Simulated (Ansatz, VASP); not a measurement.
# InSb: VASP beside Ansatz

Aim: how closely do two programs agree when they are given the same cell, functional and k mesh?

Calculated with Ansatz 0.2.0; plane waves, with VASP 6.6.1 beside it; zone-centre phonons at LDA.

### 1. Set-up

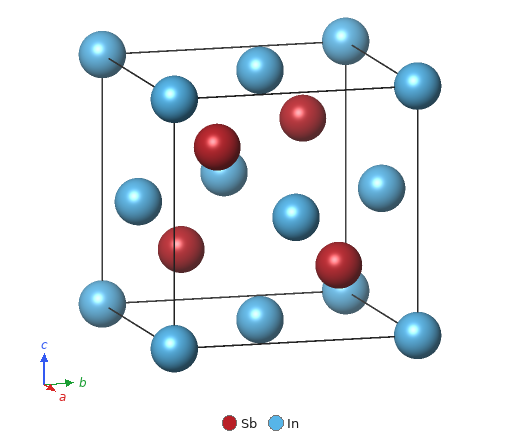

The cell as given, slightly off an axis (antimony red, indium blue). This picture shows the conventional cell, with its axes. Some periodic images of atoms are drawn too.

Structure file:

```
Sb In
1.0
     0.00000    3.23910    3.23910
     3.23910    0.00000    3.23910
     3.23910    3.23910    0.00000
Sb In
1 1
Cartesian
  4.8586 4.8586 4.8586
  0.0000 0.0000 0.0000
```

### 2. VASP: zone-centre phonons, LDA

Second derivatives magnify differences that forces hide, and they need a tight electronic threshold.

Lines of VASP's logs that name or quote its potential files are left out, and so is its time.

Contents of INCAR:

```
SYSTEM = InSb
PREC = Accurate
ENCUT = 450
EDIFF = 1E-08
NELM = 100
ISMEAR = 1
SIGMA = 0.15
LREAL = .FALSE.
ALGO = Normal
GGA = CA
NBANDS = 15
LORBIT = 11
LWAVE = .FALSE.
LCHARG = .FALSE.
KPAR = 4
IBRION = 8
ISIF = 2
```

Contents of POSCAR:

```
InSb
1.0
    0.0000000000      3.2391000000      3.2391000000
    3.2391000000      0.0000000000      3.2391000000
    3.2391000000      3.2391000000      0.0000000000
Sb In
1 1
Direct
    0.7500000000      0.7500000000      0.7500000000
    0.0000000000      0.0000000000      0.0000000000
```

Contents of KPOINTS:

```
Automatic mesh
0
Gamma
12 12 12
0 0 0
```

The projector-augmented-wave data sets are Sb and In_d (LDA family, release 64).

Started as:

```
mpirun -np 4 vasp_std
```

Numbers of over 12 decimals in the logs are rounded to 6 here.

The log of the run:

```text
[banner, memory and clock lines left out]
running    4 mpi-ranks, on    1 nodes
 distrk:  each k-point on    1 cores,    4 groups
 distr:  one band on    1 cores,    1 groups

 POSCAR found type information on POSCAR SbIn
 POSCAR found :  2 types and       2 ions
 LDA part: xc-table for (Slater(with rela. corr.)+CA(PZ))
 , standard interpolation
 POSCAR, INCAR and KPOINTS ok, starting setup
 FFT: planning ... GRIDC
 FFT: planning ... GRID_SOFT
 FFT: planning ... GRID
 WAVECAR not read
 entering main loop
       N       E                     dE             d eps       ncg     rms          rms(c)
DAV:   1     0.109369638667E+03    0.10937E+03   -0.73623E+03  2167   0.108E+03
DAV:   2    -0.122971576112E+01   -0.11060E+03   -0.10731E+03  2405   0.274E+02
DAV:   3    -0.816879810410E+01   -0.69391E+01   -0.69078E+01  2713   0.749E+01
DAV:   4    -0.836209848892E+01   -0.19330E+00   -0.19322E+00  2668   0.148E+01
DAV:   5    -0.837277582940E+01   -0.10677E-01   -0.10677E-01  3238   0.286E+00    0.431E+00
DAV:   6    -0.824760114528E+01    0.12517E+00   -0.15754E-01  3156   0.642E+00    0.243E+00
DAV:   7    -0.821742016819E+01    0.30181E-01   -0.68624E-02  2905   0.255E+00    0.539E-01
DAV:   8    -0.821569639543E+01    0.17238E-02   -0.71129E-03  3041   0.104E+00    0.299E-01
DAV:   9    -0.821578058620E+01   -0.84191E-04   -0.58911E-04  2685   0.242E-01    0.733E-02
DAV:  10    -0.821577220220E+01    0.83840E-05   -0.32742E-05  2755   0.500E-02    0.313E-02
DAV:  11    -0.821577622661E+01   -0.40244E-05   -0.90033E-06  2629   0.396E-02    0.195E-02
DAV:  12    -0.821577608898E+01    0.13763E-06   -0.62014E-07  3090   0.930E-03    0.527E-03
DAV:  13    -0.821577610053E+01   -0.11542E-07   -0.10322E-07  2685   0.308E-03    0.239E-03
DAV:  14    -0.821577609666E+01    0.38710E-08   -0.76859E-09  2158   0.982E-04
   1 F= -.82157761E+01 E0= -.82158288E+01  d E =0.158138E-03
 Linear response reoptimize wavefunctions to high precision
DAV:   1    -0.821577609683E+01   -0.17053E-09   -0.22692E-09  2603   0.317E-04
DAV:   2    -0.821577609682E+01    0.59117E-11   -0.83494E-11  1535   0.826E-05
 Linear response DOF=           2
 Linear response progress:
  Degree of freedom:   1/  2
       N       E                     dE             d eps       ncg     rms          rms(c)
RMM:   1    -0.292857897283E-01   -0.29286E-01    0.26730E-02 15482   0.147E+00
RMM:   2    -0.274397454442E-01    0.18460E-02   -0.47737E-05 13867   0.538E-01    0.858E-02
RMM:   3    -0.277992551914E-01   -0.35951E-03   -0.10843E-03 15440   0.183E-01    0.381E-02
RMM:   4    -0.278426526496E-01   -0.43397E-04   -0.86746E-05 15823   0.640E-02    0.109E-02
RMM:   5    -0.278597592297E-01   -0.17107E-04   -0.13464E-05 15775   0.255E-02    0.455E-03
RMM:   6    -0.278534778455E-01    0.62814E-05   -0.12934E-06 16106   0.728E-03    0.170E-03
RMM:   7    -0.278505395640E-01    0.29383E-05   -0.76048E-08 16370   0.277E-03    0.611E-04
RMM:   8    -0.278506770003E-01   -0.13744E-06   -0.53292E-08 16913   0.921E-04    0.303E-04
RMM:   9    -0.278509650532E-01   -0.28805E-06   -0.13988E-08 17156   0.395E-04    0.464E-05
RMM:  10    -0.278509198590E-01    0.45194E-07   -0.89505E-10 16840   0.147E-04    0.375E-05
RMM:  11    -0.278509172795E-01    0.25795E-08   -0.37983E-09 17811   0.637E-05    0.108E-05
 first order change of Fermi-energy   0.24124E-03
 force on displaced ion       1 direction 1 :  -6.649   0.000   0.000
 Linear response progress:
  Degree of freedom:   2/  2
       N       E                     dE             d eps       ncg     rms          rms(c)
RMM:   1    -0.237020115889E+00   -0.23702E+00   -0.12152E-01 11340   0.468E+00
RMM:   2    -0.239281057071E+00   -0.22609E-02   -0.11120E-02 14177   0.946E-01    0.703E-02
RMM:   3    -0.239239656010E+00    0.41401E-04   -0.13121E-03 15487   0.296E-01    0.345E-02
RMM:   4    -0.239089742536E+00    0.14991E-03   -0.13322E-04 15784   0.929E-02    0.177E-02
RMM:   5    -0.239049416337E+00    0.40326E-04   -0.14937E-05 16662   0.365E-02    0.659E-03
RMM:   6    -0.239053676464E+00   -0.42601E-05   -0.86770E-06 16631   0.116E-02    0.208E-03
RMM:   7    -0.239061441306E+00   -0.77648E-05    0.30988E-07 16660   0.364E-03    0.764E-04
RMM:   8    -0.239060348827E+00    0.10925E-05    0.80681E-07 16806   0.152E-03    0.448E-04
RMM:   9    -0.239059830399E+00    0.51843E-06   -0.25627E-06 17190   0.609E-04    0.133E-04
RMM:  10    -0.239059178828E+00    0.65157E-06   -0.45293E-07 16784   0.285E-04    0.382E-05
RMM:  11    -0.239059229952E+00   -0.51125E-07   -0.88048E-07 17785   0.127E-04    0.301E-05
RMM:  12    -0.239059116562E+00    0.11339E-06   -0.14370E-07 17597   0.643E-05    0.291E-05
RMM:  13    -0.239059176045E+00   -0.59483E-07   -0.16633E-07 16548   0.342E-05    0.155E-05
RMM:  14    -0.239059155876E+00    0.20169E-07    0.29871E-08 16073   0.190E-05    0.134E-05
RMM:  15    -0.239059157209E+00   -0.13327E-08   -0.56249E-08 12170   0.121E-05    0.118E-05
 first order change of Fermi-energy  -0.26358E-04
 force on displaced ion       2 direction 1 :  -6.691   0.000   0.000
 Linear response finished
```

Parts of OUTCAR (step 2):

```text
ion  position               nearest neighbor table
   1  0.750  0.750  0.750-   2 2.81   2 2.81   2 2.81   2 2.81
   2  0.000  0.000  0.000-   1 2.81   1 2.81   1 2.81   1 2.81

  LATTYP: Found a face centered cubic cell.
 ALAT       =     6.4782000000

 Subroutine GETGRP returns: Found 24 space group operations
 (whereof 24 operations were pure point group operations)

The static configuration has the point symmetry T_d .

 Found     72 irreducible k-points:

   k-points           NKPTS =     72   k-points in BZ     NKDIM =     72   number of bands    NBANDS=     15

   dimension x,y,z NGX =    32 NGY =   32 NGZ =   32
   dimension x,y,z NGXF=    64 NGYF=   64 NGZF=   64

   ENCUT  =  450.0 eV  33.07 Ry    5.75 a.u.   7.92  7.92  7.92*2*pi/ulx,y,z

   NELECT =      18.0000    total number of electrons

 k-points in reciprocal lattice and weights: Automatic mesh
   0.00000000  0.00000000  0.00000000       0.001
   0.08333333  0.00000000  0.00000000       0.005
   0.16666667  0.00000000  0.00000000       0.005
   0.25000000  0.00000000  0.00000000       0.005
   0.33333333  0.00000000  0.00000000       0.005
   0.41666667  0.00000000  0.00000000       0.005
   0.50000000  0.00000000  0.00000000       0.002
   0.08333333  0.08333333  0.00000000       0.003
   0.16666667  0.08333333  0.00000000       0.014
[...]
-0.33333333  0.50000000  0.16666667       0.007
  -0.25000000  0.50000000  0.25000000       0.003

 average (electrostatic) potential at core
       1 -88.2876       2 -95.8143

  Total       -0.2063698     -0.2063698     -0.2063698     -0.0000000      0.0000000     -0.0000000
  in kB       -4.8646739     -4.8646739     -4.8646739     -0.0000000      0.0000000     -0.0000000
  external PRESSURE =      -4.8646739 kB  Pullay stress =       0.0000000 kB

  energy-cutoff  :      450.00
  volume of cell :       67.97
      direct lattice vectors                 reciprocal lattice vectors
     0.000000000  3.239100000  3.239100000    -0.154363867  0.154363867  0.154363867
     3.239100000  0.000000000  3.239100000     0.154363867 -0.154363867  0.154363867
     3.239100000  3.239100000  0.000000000     0.154363867  0.154363867 -0.154363867

 POSITION                                       TOTAL-FORCE (eV/Angst)
 -----------------------------------------------------------------------------------
      4.85865      4.85865      4.85865        -0.000000     -0.000000     -0.000000
      0.00000      0.00000      0.00000         0.000000      0.000000      0.000000
 -----------------------------------------------------------------------------------
    total drift:                                0.000000      0.000000      0.000000

 Eigenvectors and eigenvalues of the dynamical matrix
 ----------------------------------------------------

   1 f  =    5.252679 THz    33.003558 2PiTHz  175.210523 cm-1    21.723326 meV
             X         Y         Z           dx          dy          dz
      4.858650  4.858650  4.858650     0.643348   -0.264372    0.000000
      0.000000  0.000000  0.000000    -0.664556    0.273087    0.000000

   2 f  =    5.252679 THz    33.003558 2PiTHz  175.210523 cm-1    21.723326 meV
             X         Y         Z           dx          dy          dz
      4.858650  4.858650  4.858650     0.264372    0.643348   -0.000000
      0.000000  0.000000  0.000000    -0.273087   -0.664556   -0.000000

   3 f  =    5.252679 THz    33.003558 2PiTHz  175.210523 cm-1    21.723326 meV
             X         Y         Z           dx          dy          dz
      4.858650  4.858650  4.858650     0.000000    0.000000   -0.695549
      0.000000  0.000000  0.000000     0.000000   -0.000000    0.718478

   4 f/i=    0.008220 THz     0.051647 2PiTHz    0.274188 cm-1     0.033995 meV
             X         Y         Z           dx          dy          dz
      4.858650  4.858650  4.858650    -0.352496   -0.625218   -0.032553
      0.000000  0.000000  0.000000    -0.341247   -0.605266   -0.031514

   5 f/i=    0.008220 THz     0.051647 2PiTHz    0.274188 cm-1     0.033995 meV
             X         Y         Z           dx          dy          dz
      4.858650  4.858650  4.858650    -0.608886    0.333669    0.184752
      0.000000  0.000000  0.000000    -0.589455    0.323020    0.178856

   6 f/i=    0.008220 THz     0.051647 2PiTHz    0.274188 cm-1     0.033995 meV
             X         Y         Z           dx          dy          dz
      4.858650  4.858650  4.858650     0.145653   -0.118230    0.693554
      0.000000  0.000000  0.000000     0.141005   -0.114457    0.671421

 ELASTIC MODULI CONTR FROM IONIC RELAXATION (kBar)
 Direction    XX          YY          ZZ          XY          YZ          ZX
 --------------------------------------------------------------------------------
 XX          -0.0000      0.0000      0.0000     -0.0000      0.0000     -0.0000
 YY           0.0000     -0.0000     -0.0000      0.0000     -0.0000      0.0000
 ZZ           0.0000     -0.0000     -0.0000      0.0000     -0.0000      0.0000
 XY          -0.0000      0.0000      0.0000   -172.7203      0.0000     -0.0000
 YZ           0.0000     -0.0000     -0.0000      0.0000   -172.7203      0.0000
 ZX          -0.0000      0.0000      0.0000     -0.0000      0.0000   -172.7203
 --------------------------------------------------------------------------------
```

### 3. Ansatz: zone-centre phonons, LDA

Ansatz runs on its default PAW (the set named soft_2) files.

The same cell, functional (in two slightly different forms), mesh and smearing now go to Ansatz, which takes its cutoff from its data sets.

Contents of input.yaml:

```yaml
crystal:
  lattice:
    - [0.0, 3.2391, 3.2391]
    - [3.2391, 0.0, 3.2391]
    - [3.2391, 3.2391, 0.0]
  atoms:
    - { symbol: Sb, position: [0.75, 0.75, 0.75] }
    - { symbol: In, position: [0.0, 0.0, 0.0] }
hamiltonian:
  xc: lda
  pseudopotentials: { kind: paw }
kpoints:
  mp_grid: { grid: [12, 12, 12] }
scf:
  occupations: { method: methfessel_paxton, width: 0.15 }
phonons:
  method: dfpt
  qpoints: [[0, 0, 0]]
```

Started as:

```
ansatz run input.yaml --threads 4 --pin off --max-ram 9216MiB --backend cpu --events-out ev --progress --plain --runs-dir out
```

The log of the run:

```text
zone centre: on kpoints.mp_grid the ground state, and the responses unless they are solved on pairs of k-points, stand on 163 of the mesh's 1728 k-points, reduced under 8 symmetry operations, with k and −k counted as one. Each operation leaves every solved displacement unchanged or reverses it
Engine: ansatz 0.2.0, aarch64-unknown-linux-gnu
Pseudopotentials: kind: paw
Pseudopotential: Sb, paw, valence charge 15, recommended cutoff 420 eV (normal), Sb.paw.azcp
Pseudopotential: In, paw, valence charge 13, recommended cutoff 420 eV (normal), In.paw.azcp
Functional definition: SPW92
  exchange = slater_x
  correlation = pw_c
Crystal: 2 atoms, lattice volume = 67.968 Å³
Basis set: ecut = 420 eV, 1363 PW (Γ), exchange–correlation on 64×64×64 points (8 copies of the dense FFT grid, shifted against one another)
Bands: 18, of which v1, the nominal top of the filled ones, is band 14 counted from 1 (13 counted from 0)
Symmetry: 24 space group operations
k-points: 163 of 1728 (irreducible under 8 space group operations, time reversal used)
Non-local potential: Sb, projectors of the file, l = 0: 2, l = 1: 2, l = 2: 2, l = 3: 2
Non-local potential: In, projectors of the file, l = 0: 2, l = 1: 2, l = 2: 2, l = 3: 2
PAW form: soft (Blöchl's): semilocal exchange-correlation on the pseudo side does not see the compensation charge
PAW frozen core: Sb, regenerated for the run's functional, and the local potential with it (the file was generated under x = pbe(κ = 0.804, μ = 0.219515), c = pbe(β = 0.066725))
PAW frozen core: In, regenerated for the run's functional, and the local potential with it (the file was generated under x = pbe(κ = 0.804, μ = 0.219515), c = pbe(β = 0.066725))
PAW one-centre angular grid: Sb, 590 points (default); XC on 64 Gauss nodes
PAW one-centre angular grid: In, 590 points (default); XC on 64 Gauss nodes
Initial density: superposition of atomic densities (neutral atoms: chi_scale 0, normalization atom), corrected by the library's trained network
Initial wavefunctions: pseudopotential atomic-orbital guess
Functional: x = slater, c = lda
SCF iter   1: F=—  HF=-11793.165249 eV  |F-HF|=—  |Δ(HF+E_count)|=         —  Δρ=6.99e-3  dr2=2.17e-2  ethr=1.77e-3  ⟨swp⟩=5.6  Hψ=15678  notcnv=0
preconditioner: auto → none  [insulator: Δε(μ)=0.370 eV  Ē_g=13.908 eV  σ=0.150 eV  W_gap=0.61  n_scr=14 (ndim 8)  ℏωp=19.1 eV  f_vac=0.112  D(μ)=0.06/eV (n_scr^D=0)  ε∞_Penn≈2.9]
SCF iter   2: F=—  HF=-11793.157040 eV  |F-HF|=—  |Δ(HF+E_count)|=   8.21e-3  S|Δr|=    0.00e0  Δρ=2.23e-3  dr2=1.38e-3  ethr=7.76e-5  ⟨swp⟩=2.5  Hψ=6556  notcnv=0
SCF iter   3: F=—  HF=-11793.157035 eV  |F-HF|=—  |Δ(HF+E_count)|=   5.69e-6  S|Δr|=    0.00e0  Δρ=7.13e-4  dr2=1.72e-4  ethr=4.94e-6  ⟨swp⟩=2.0  Hψ=4177  notcnv=0
SCF iter   4: F=—  HF=-11793.157048 eV  |F-HF|=—  |Δ(HF+E_count)|=   1.34e-5  S|Δr|=    0.00e0  Δρ=1.66e-4  dr2=2.26e-5  ethr=6.15e-7  ⟨swp⟩=2.3  Hψ=4152  notcnv=0
SCF iter   5: F=—  HF=-11793.157041 eV  |F-HF|=—  |Δ(HF+E_count)|=   6.73e-6  S|Δr|=    0.00e0  Δρ=1.50e-5  dr2=1.46e-7  ethr=8.06e-8  ⟨swp⟩=2.0  Hψ=4402  notcnv=0
SCF iter   6: F=—  HF=-11793.157041 eV  |F-HF|=—  |Δ(HF+E_count)|=   7.73e-7  S|Δr|=    0.00e0  Δρ=2.25e-6  dr2=3.73e-9  ethr=5.23e-10  ⟨swp⟩=2.0  Hψ=4353  notcnv=0
SCF iter   7: F=—  HF=-11793.157041 eV  |F-HF|=—  |Δ(HF+E_count)|=   1.22e-9  S|Δr|=    0.00e0  Δρ=3.14e-7  dr2=5.77e-11  ethr=1.33e-11  ⟨swp⟩=2.0  Hψ=3587  notcnv=0
SCF iter   8: F=-11793.157041 eV  HF=-11793.157041 eV  |F-HF|=3.64e-12  |Δ(HF+E_count)|=  9.09e-12  S|Δr|=    0.00e0  Δρ=2.92e-8  dr2=2.93e-13  ethr=1.00e-12  ⟨swp⟩=6.8  Hψ=15464  notcnv=0
SCF 1 converged in 8 iterations: F = -11793.157041 eV  dr2 = 2.93e-13
  greatest PAW one-centre occupation: 0.998 electrons in one spin orbital (limit 2), on the Sb atom at site 0 (counted from 0), in its partial waves of l = 2
DFPT response loops at Γ: preconditioner auto → Kerker (q_TF=auto, 2.353 Å⁻¹) (partly filled bands, converged f_vac=0.099); β = 1.00, the filter's whole step (`scf.mixing.beta` (0.50) is not read by the response loops under this deck's `scf.mixing.preconditioner`; to damp them name `kerker` or `kerker_dos`, under which they read `scf.mixing.beta`, and type it under 1.00, their step now; both keys bind the ground state too); Broyden in place of MSR1
SCF converged after 8 iterations
Stability not checked: this state was not tested for a lower state beside it, because cold or Methfessel-Paxton smearing, or corrected tetrahedra, fill the levels in a way that the test cannot read (fill_not_monotonic; see scf.lower_state_search)
Free energy (F): -11793.157041 eV
Harris-Foulkes:  -11793.157041 eV  (|F-HF|=3.64e-12)
Internal energy: -11793.157201 eV  (E = F + TS)
E sigma→0 (E₀):  -11793.157081 eV
Entropy (-TS):   0.000161 eV (0.080 meV/atom)
Fermi energy:    7.086257 eV
Step filling:    the computed levels leave a gap of 0.0000 eV = 0.0 smearing widths at the electron count; against every level under it full and every level over it empty, smearing changes F+E_penalty+E_count by +0.084 meV and its σ→0 estimate by +0.044 meV
--- Per-component energies (eV) ---
  E_band       = -268.587078
  E_kinetic    = 452.818314
  E_local      = -3209.031785  (includes V_loc(G=0)·N_el)
  E_nonlocal   = 737.071664
  E_hartree    = 1374.803374
  E_xc         = -351.280978
  E_vxc        = -198.313509  (∫ρ·V_xc dr)
  E_paw        = -8443.128589  (= ΣΔE_a)
  E_vpaw       = -800.738530  (= ΣTr[D̂ρ^β])
  E_aug_tail   = 0.000023  (compensation charges beyond the density's cutoff)
  E_ewald      = -2355.252583
  E_core_change = 0.843360  (= ΣΔE_core)
  E_smearing   = 0.000161  (= −TS)
  E_closure    = 0.000000  (closes the sum)
  Σ components = -11793.157041   (vs F -11793.157041, Δ=0.00e0)
--- Band table (eV; the first three rows and the last of 163) ---
  k-point 0: bands = [... 10 lower, -3.7350, 6.6436, 7.0660, 7.0660, 7.0660, 9.9994, 9.9994, 9.9994]
  k-point 1: bands = [... 10 lower, -3.6715, 5.7054, 6.9652, 6.9652, 7.6911, 10.1157, 10.1392, 10.1392]
  k-point 2: bands = [... 10 lower, -3.4859, 4.5153, 6.7291, 6.7291, 7.9204, 10.4547, 10.4547, 10.7020]
  k-point 162: bands = [... 10 lower, -1.7331, 1.1956, 4.1914, 4.3181, 10.4988, 10.9997, 11.2123, 11.9563]
--- Phonons (Γ-DFPT): 2 representative perturbations + reference, on 163 of 1728 k-points (Σ response iterations 6) ---
  k mesh reduced under 8 symmetry operations, with k and −k counted as one. Each operation leaves every solved displacement unchanged or reverses it
  ASR residual: 1.626e-4 → 0.000e0 eV/Å²; symmetrization residual: 2.929e-5 eV/Å²
  ASR residual per site (eV/Å²): 5.96e-5 1.63e-4
  Γ frequencies (cm⁻¹): 0.00 0.00 0.00 173.97 173.97 173.97
  non-analytic LO–TO correction: not included (Born effective charges unavailable; polar crystals: no LO–TO splitting at Γ)
--- Phonons (arbitrary-q DFPT): 1 explicit q-point ---
  q = [0, 0, 0] (of the zone-centre solve; hermiticity 8.91e-6, symmetrization 4.60e-13): -0.00 -0.00 0.00 173.97 173.97 173.97
  sum rule: each row above includes the acoustic sum rule's correction from the zone centre's row sums; it moved no ω² by more than (0.62 cm⁻¹)²
```

Wall time 19 s (4 threads of Arm Neoverse V1, shared host); peak memory 0.86 GiB.

In the SCF lines HF is the Harris–Foulkes energy and dr2 the Hartree energy of the density residual, in eV; the loop may stop once dr2 is under the threshold and the program's other checks hold. Hψ counts applications of the Hamiltonian.

### 4. Differences

Known differences besides the PAW data sets themselves: the two LDA forms differ slightly; the data sets hold 28 valence electrons in Ansatz (default PAW (the set named soft_2) files) and 18 in VASP; the cutoff is 420 eV in Ansatz and 450 eV in VASP; Ansatz makes its cores anew for this functional, VASP keeps those of its LDA data sets. Total energies have different zeros and are not compared.

The two programs side by side:

| quantity | Ansatz | VASP | difference |
| --- | --- | --- | --- |
| mode 4 to 6 (cm⁻¹) | 174.0 | 175.2 | -0.71 % |

### 5. What came out

* difference in mode 4 to 6 (zone-centre phonons, LDA): -0.71 %

In words: The difference in mode 4 to 6 is -0.71 % (zone-centre phonons, LDA), within the 3 % picked in this series as the mark of a large difference. How closely two codes agree says nothing of how well the functional describes the real material.

[Lines on the potential files, build, host, timing and source positions are cut from VASP's logs without a mark.]

[Logs are printed without paths, hosts, clocks, repeated set-up lines and the standing remarks that a program may print on its own settings, such as how far it seeks lower states.]

[Hosts, paths, dates, database ids (printed as entryN), source tags and the programs' standing remarks are cut or masked in the printed files.]
